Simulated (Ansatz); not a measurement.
Band structure of Hf (P6_3/mmc, 2 atoms in the cell).

```yaml
crystal:
  lattice:
    - [1.57857, -2.73417, 0.00000]
    - [1.57857, 2.73417, 0.00000]
    - [0.00000, 0.00000, 4.99798]
  atoms:
    - { symbol: Hf, position: [0.33333, 0.66667, 0.25000] }
    - { symbol: Hf, position: [0.66667, 0.33333, 0.75000] }
```

Method: PBE, PAW files (plane waves; Ansatz, a first-principles code).

Settings: kpoints.mp_grid.grid = 8 8 5; hamiltonian.xc = pbe; hamiltonian.pseudopotentials = {kind: paw} (an earlier, softer set of the program's PAW files); scf.occupations.method = gaussian; scf.occupations.width = 0.0073 Ry; kpoints.band_path.npoints = 8.

The starting cell has typed, rounded lattice constants, without a prior relaxation at this level. Its lattice was rescaled by a random factor within 2.5 % of one. Spin-orbit coupling is off.

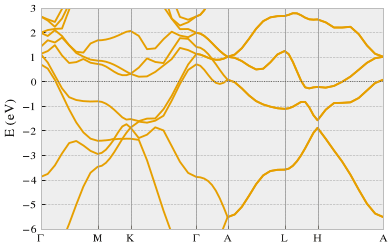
Figure: Bands along the path, energies from the Fermi level.

Levels in eV from the Fermi level, bands 23 to 30:
```
point     23     24     25     26     27     28    29    30
-----  -----  -----  -----  -----  -----  -----  ----  ----
Γ      -7.57  -3.90   0.69   1.11   1.11   1.40  1.98  1.98
M      -3.48  -2.96  -2.42  -0.81   0.71   0.84  1.67  6.06
K      -2.34  -1.89  -1.89  -1.54   0.31   0.31  2.05  5.34
A      -5.53  -5.53   0.07   0.07   1.00   1.00  1.00  1.00
L      -3.60  -3.60  -1.12  -1.12   1.23   1.23  2.66  2.66
H      -1.90  -1.90  -1.59  -1.59  -0.23  -0.23  2.52  2.52
```

Bands cross the Fermi level along this path, so the cell is metallic at this level.

Keys are those of Ansatz 0.2.
